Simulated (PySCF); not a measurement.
SMILES N#Cc1ccccc1S (C₇H₅NS) at its GFN2-xTB optimised geometry (Å):

```
14

N     -2.0117    -2.7008    -0.0010
C     -1.4240    -1.7148    -0.0007
C     -0.6934    -0.5078     0.0000
C     -1.3870     0.7049     0.0006
C     -0.6992     1.9003     0.0009
C      0.6900     1.8977     0.0004
C      1.3876     0.7062     0.0000
C      0.7091    -0.5078     0.0000
S      1.6614    -1.9896     0.0004
H     -2.4668     0.6858     0.0008
H     -1.2407     2.8334     0.0012
H      1.2315     2.8314     0.0000
H      2.4668     0.6988    -0.0002
H      0.6294    -2.8334     0.0016
```

Level of theory: B3LYP/def2-TZVP run with PySCF.

Map of the electrostatic potential (hartree/e), clipped to [-0.08, 0.12] on the plane z = 0.6 Å:

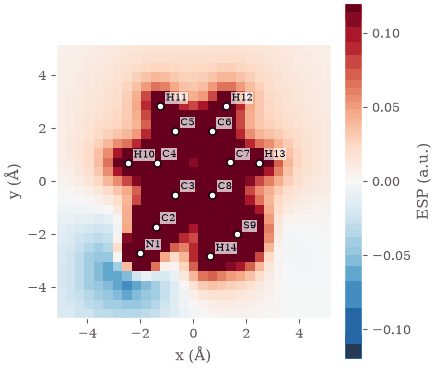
*Electrostatic potential (hartree/e), clipped to [-0.08, 0.12] on the plane z = 0.6 Å.*
